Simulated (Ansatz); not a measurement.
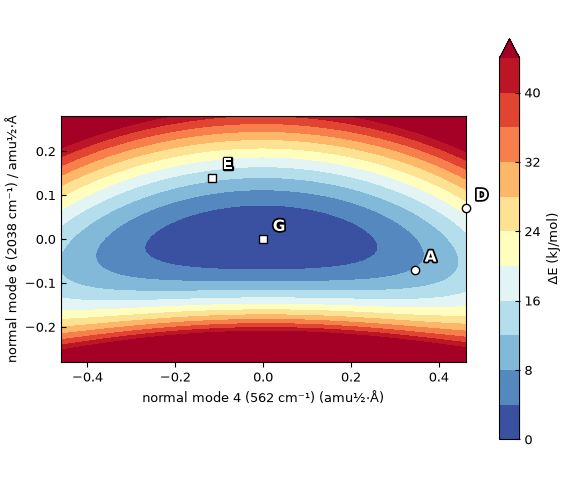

ClGaHO, SMILES [O][GaH][Cl], spin multiplicity 2. First axis: normal mode 4 (562 cm⁻¹). Second axis: normal mode 6 (2038 cm⁻¹). Nothing is relaxed (straight displacements along the two mass-weighted modes). Grid: 9 × 9 points. Points are written as (first, second). Energies: kJ/mol, counted from the relaxed molecule at the same level. Level of theory: Ansatz, UKS B3LYP-D4/def2-SVP.

Drawn: filled contours, one colour for all values above the top of the scale, lettered points. Between grid points the surface is interpolated.

**What kind of point is each of E, G: minimum, saddle, maximum or slope?**

E: on a slope; G: minimum. (In these two coordinates alone; a stationary point may lie a little off the grid point.)

**Rank the lettered points by energy, lowest first.**

G (0 kJ/mol), A (8 kJ/mol), E (13 kJ/mol), D (22 kJ/mol).
